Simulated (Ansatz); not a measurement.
# InH2F (SMILES [H][In]([H])[F]): levels of theory compared

Aim: a comparison of 6 runs (B2PLYP/STO-3G, BLYP/STO-3G, CAM-B3LYP/STO-3G, PBE0/STO-3G, SVWN5/STO-3G, CCSDTQ/STO-3G) of InH2F. 

The calculation is run with Ansatz 0.2.0.

58 further runs of the same task are left out: 2 that didn't finish, 56 set aside as unsound or not needed.

### Step 1. Starting point

The species is InH2F (4 atoms), meant as a singlet with charge 0. SMILES: `[H][In]([H])[F]`. The H3–In1 distance was set to 2.537 Å, away from the relaxed value. At this shape a bond of the SMILES string is far longer than usual.

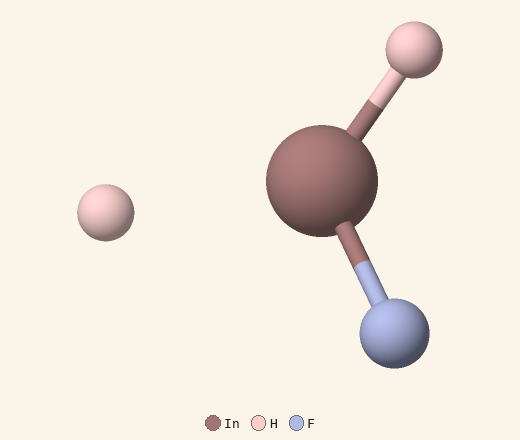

Viewed from a chosen angle; indium brown, hydrogen pink, fluorine light blue.

### Step 2. A single-point energy at B2PLYP/STO-3G (run 1)

Input file job.yaml:

```yaml
crystal:
  periodic: [false, false, false]
  atoms:
    - {symbol: In, position_ang: [0.549491, -0.578676, 0.009145]}
    - {symbol: H, position_ang: [2.231511, -0.769776, 0.022915]}
    - {symbol: H, position_ang: [-0.891440, 1.509340, -0.018860]}
    - {symbol: F, position_ang: [-0.448629, -2.248916, 0.014795]}
basis:
  gaussian: {orbitals: STO-3G}
hamiltonian: {xc: {name: B2PLYP}}
correlation: {frozen_orbitals: {F: 1, H: 0, In: 18}}
accuracy: high
```

Command:

```
$ ansatz run job.yaml --threads 1 --pin off --max-ram 2610MiB --events-out events.jsonl --progress --plain --runs-dir runs
```

What it wrote:

```text
Warning: RAYON_NUM_THREADS=1 ignored (pool sized by the plan → 1); use --threads N
Functional definition: B2PLYP
  name "B2PLYP"
  parameter a = 0.53
  parameter c = 0.27
  exchange = (1 - a)*b88_x + a*exact_x
  correlation = (1 - c)*lyp_c + c*(mp2_os + mp2_ss)
618 factors; integrals over basis functions are off by at most 4.9e-9 eV
mean field evaluation 1: about -157380.3115 eV, gradient 2.0e1 eV
mean field evaluation 2: about -157380.2916 eV, gradient 2.0e1 eV
mean field evaluation 4: about -157382.8390 eV, gradient 3.2e0 eV
mean field evaluation 8: about -157382.9155 eV, gradient 4.5e-2 eV
mean field evaluation 16: about -157382.9156 eV, gradient 9.2e-7 eV
mean field -157382.91556121 eV, -5783.7154689029 hartree, gradient 9.6e-8 eV, S^2 0.000000; 0 other end points of the search recorded, 0 dependent functions left out; unrestricted orbitals would lower it
19 core orbitals not correlated: weight in the atoms' cores, before any rotation towards them, 1.000 or more for the frozen orbitals, at most 0.000 for the correlated occupied ones
reference -157382.91557790 eV, -5783.7154695161 hartree; 11, 11 occupied and 4, 4 virtual orbitals, 618 factors
second order -3.04398902 eV of doubles, -0.00000000 eV of singles
Total energy: -157383.73745493 eV, -5783.7456729401 hartree
```

Wall time 2.1 s (1 thread of Arm Neoverse V2, shared host); peak memory 0.12 GiB.

### Step 3. The energy at BLYP/STO-3G (run 2)

Input file molecule.yaml:

```yaml
crystal:
  periodic: [false, false, false]
  atoms:
    - {symbol: In, position_ang: [0.549491, -0.578676, 0.009145]}
    - {symbol: H, position_ang: [2.231511, -0.769776, 0.022915]}
    - {symbol: H, position_ang: [-0.891440, 1.509340, -0.018860]}
    - {symbol: F, position_ang: [-0.448629, -2.248916, 0.014795]}
basis:
  gaussian: {orbitals: STO-3G}
hamiltonian: {xc: {name: BLYP}}
accuracy: high
```

Command:

```
$ ansatz run molecule.yaml --threads 1 --pin off --max-ram 2610MiB --events-out events.jsonl --progress --plain --runs-dir runs
```

What it wrote:

```text
Warning: RAYON_NUM_THREADS=1 ignored (pool sized by the plan → 1); use --threads N
Functional definition: BLYP
  name "BLYP"
  parameter beta = 0.0042
  parameter a = 0.04918
  parameter b = 0.132
  parameter c = 0.2533
  parameter d = 0.349
  exchange = b88_x(beta = beta)
  correlation = lyp_c(a = a, b = b, c = c, d = d)
618 factors; integrals over basis functions are off by at most 4.9e-9 eV
mean field evaluation 1: about -157385.8647 eV, gradient 4.5e1 eV
mean field evaluation 2: about -157342.2680 eV, gradient 1.1e2 eV
mean field evaluation 4: about -157389.6629 eV, gradient 3.5e1 eV
mean field evaluation 8: about -157395.4243 eV, gradient 3.8e-1 eV
mean field evaluation 16: about -157395.3365 eV, gradient 3.5e-6 eV
mean field -157395.33650859 eV, -5784.1719302998 hartree, gradient 7.0e-8 eV, S^2 0.000000; 0 other end points of the search recorded, 0 dependent functions left out
reference -157395.33654392 eV, -5784.1719315981 hartree; 30, 30 occupied and 4, 4 virtual orbitals, 618 factors
Total energy: -157395.33654392 eV, -5784.1719315981 hartree
```

Wall time 1.4 s (1 thread of Arm Neoverse V2, shared host); peak memory 0.099 GiB.

### Step 4. A single-point energy at CAM-B3LYP/STO-3G (run 3)

Input file molecule.yaml:

```yaml
crystal:
  periodic: [false, false, false]
  atoms:
    - symbol: In
      position_ang: [0.549491, -0.578676, 0.009145]
    - symbol: H
      position_ang: [2.231511, -0.769776, 0.022915]
    - symbol: H
      position_ang: [-0.891440, 1.509340, -0.018860]
    - symbol: F
      position_ang: [-0.448629, -2.248916, 0.014795]
basis:
  gaussian:
    orbitals: STO-3G
hamiltonian:
  xc: {name: CAM-B3LYP}
accuracy: high
```

Command:

```
$ ansatz run molecule.yaml --threads 1 --pin off --max-ram 2610MiB --events-out events.jsonl --progress --plain --runs-dir runs
```

What it wrote:

```text
Warning: RAYON_NUM_THREADS=1 ignored (pool sized by the plan → 1); use --threads N
Functional definition: CAM-B3LYP
  name "CAM-B3LYP"
  parameter alpha = 0.19
  parameter beta = 0.46
  parameter omega = 0.33/bohr
  parameter ac = 0.81
  exchange = (1 - alpha - beta)*b88_x + beta*b88_x_sr(omega) + alpha*exact_x + beta*exact_x_lr(omega)
  correlation = (1 - ac)*vwn5_c + ac*lyp_c
618 factors; integrals over basis functions are off by at most 4.9e-9 eV
141 factors; integrals over basis functions are off by at most 6.5e-10 eV
mean field evaluation 1: about -157400.3384 eV, gradient 2.1e1 eV
mean field evaluation 2: about -157396.3254 eV, gradient 4.7e1 eV
mean field evaluation 4: about -157403.2216 eV, gradient 1.7e0 eV
mean field evaluation 8: about -157403.1680 eV, gradient 4.3e-2 eV
mean field evaluation 16: about -157403.1680 eV, gradient 4.1e-6 eV
mean field -157403.16799709 eV, -5784.4597321937 hartree, gradient 5.5e-8 eV, S^2 0.000000; 0 other end points of the search recorded, 0 dependent functions left out
reference -157403.16800968 eV, -5784.4597326565 hartree; 30, 30 occupied and 4, 4 virtual orbitals, 618 factors
Total energy: -157403.16800968 eV, -5784.4597326565 hartree
```

It took 1.8 s on 1 thread of Arm Neoverse V2, shared host; peak memory 0.12 GiB.

Runs 4 to 5 aren't shown in full; the table further down has their settings and results.

### Step 5. The energy at CCSDTQ/STO-3G (run 6)

Edit job.yaml of step 2 so:

```diff
@@ -8,5 +8,9 @@
 basis:
-  gaussian: {orbitals: STO-3G}
-hamiltonian: {xc: {name: B2PLYP}}
-correlation: {frozen_orbitals: {F: 1, H: 0, In: 18}}
+  gaussian:
+    orbitals: STO-3G
+correlation:
+  method: ccsdtq
+  frozen_orbitals: {F: 1, H: 0, In: 18}
 accuracy: high
+scf:
+  omitted_lower_state_checks: [cluster_reference, increment]
```

Command:

```
$ ansatz run job.yaml --threads 1 --pin off --max-ram 2610MiB --events-out events.jsonl --progress --plain --runs-dir runs
```

What it wrote:

```text
Warning: RAYON_NUM_THREADS=1 ignored (pool sized by the plan → 1); use --threads N
[... 11 lines left out ...]
19 core orbitals not correlated: weight in the atoms' cores, before any rotation towards them, 1.000 or more for the frozen orbitals, at most 0.000 for the correlated occupied ones
[... 41 lines left out ...]
Total energy: -157337.30973758 eV, -5782.0394857972 hartree
Checks for a lower state left out: cluster_reference, increment
```

It took 14 s on 1 thread of Arm Neoverse V2, shared host; peak memory 0.22 GiB.

### Step 6. All runs side by side

```tsv
run	level	frozen core orbitals	energy (Eh)	wall time
1	B2PLYP/STO-3G	19	-5783.745673	2.1 s
2	BLYP/STO-3G	–	-5784.171932	1.4 s
3	CAM-B3LYP/STO-3G	–	-5784.459733	1.8 s
4	PBE0/STO-3G	–	-5783.969425	1.5 s
5	SVWN5/STO-3G	–	-5778.042282	0.98 s
6	CCSDTQ/STO-3G	19	-5782.039486	14 s
```

### Step 7. Summary of results

| quantity | value |
| --- | --- |
| run 6: total energy | -5782.03949 Eh |
| run 6: correlation energy (19 core orbitals frozen) | -110.9 mEh |
| run 6: T1 diagnostic | 0.022 |

In words: Totals of different functionals can't be ranked against each other. In runs 1, 6 the log says that unrestricted orbitals would lower the reference, so the values rest on an unstable closed-shell determinant (other closed-shell runs at this shape may share the fault). In runs 1, 2, 3, 4, 5, 6 the basis is minimal, so the values are rough. In runs 1, 2, 3, 4, 5, 6 relativity is left out where basis or elements ask for it. All runs together took 22 s, the longest 14 s.
